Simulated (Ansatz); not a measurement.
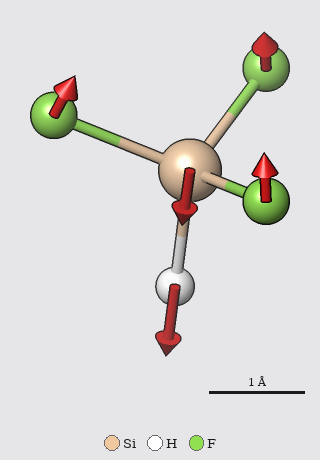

A relaxation of SiHF3. The starting structure is drawn; red arrows show the displacements, magnified 30 times. The two geometries are superimposed by the best rigid fit.

The picture is a ball-and-stick view, seen from a free direction.

The run prepares the start of a later molecular dynamics calculation, from a guessed geometry.

Theory: Ansatz 0.2.0, RKS PBE0-D4/def2-SVP.

Input file:
```yaml
crystal:
  periodic: [false, false, false]
  atoms:
    - { symbol: Si, position_ang: [0.0, 0.0, 0.0] }
    - { symbol: H, position_ang: [0.0, 0.0, 1.46] }
    - { symbol: F, position_ang: [1.4994, 0.0, -0.5295] }
    - { symbol: F, position_ang: [-0.7489, 1.2974, -0.5295] }
    - { symbol: F, position_ang: [-0.7489, -1.2974, -0.5295] }
basis:
  gaussian: { orbitals: def2-SVP }
hamiltonian:
  xc: pbe0
  dispersion: d4
relax:
  f_tol: 0.02
  max_steps: 40
output:
  orbitals: {}
```

Command:
```bash
ansatz run input.yaml --threads 1 --pin off --max-ram 2048MiB --backend cpu --events-out ev --progress --plain --runs-dir out
```

Question: Describe the change and its energy.

Answer: Over 3 geometry steps the energy falls by 1.65 kJ/mol. Largest force component: 0.74 eV/Å at the start, 0.00096 eV/Å at the end. H2 moves most after the best rigid fit: 0.030 Å. By element the largest moves are H 0.030 Å, Si 0.024 Å, F 0.018 Å. Near-neighbour distances that change, for instance: Si1–F3 1.590 → 1.599 Å, Si1–H2 1.460 → 1.466 Å. Cost: 6.5 s on 1 thread of Arm Neoverse V2 (shared host), peak memory 0.1 GiB.
